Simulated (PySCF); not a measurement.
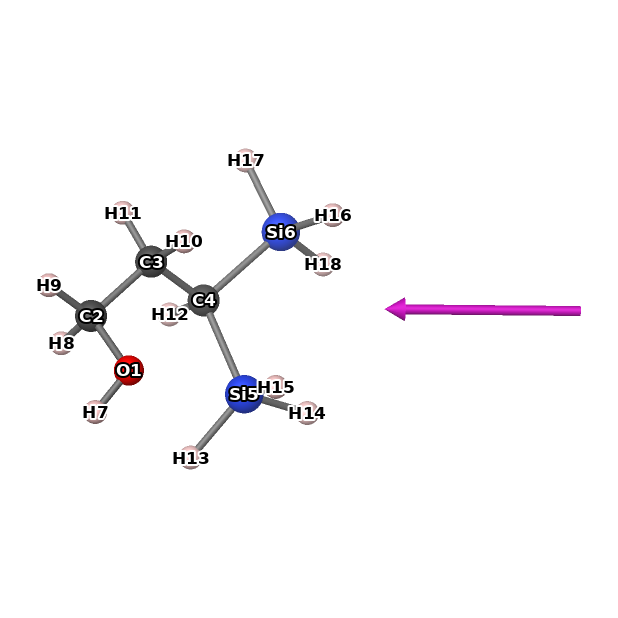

The arrow beside the molecule shows the direction of the dipole moment, from the negative to the positive end (its length means nothing). Computed geometry: GFN2-xTB optimisation. No frequency run is at hand to confirm it as a minimum. Level of theory: CAM-B3LYP/def2-SVPD, gas phase (PySCF 2.14.0).

Q: Estimate the dipole moment.

A: 2.85 D; it points from the side of H16, H18 to the side of H9 (the outermost atoms at the two ends).

The geometry is semi-empirical. Around Si such bond lengths and angles can be off by a tenth of an ångström or more and by several degrees, and values that hang on the shape move with them.
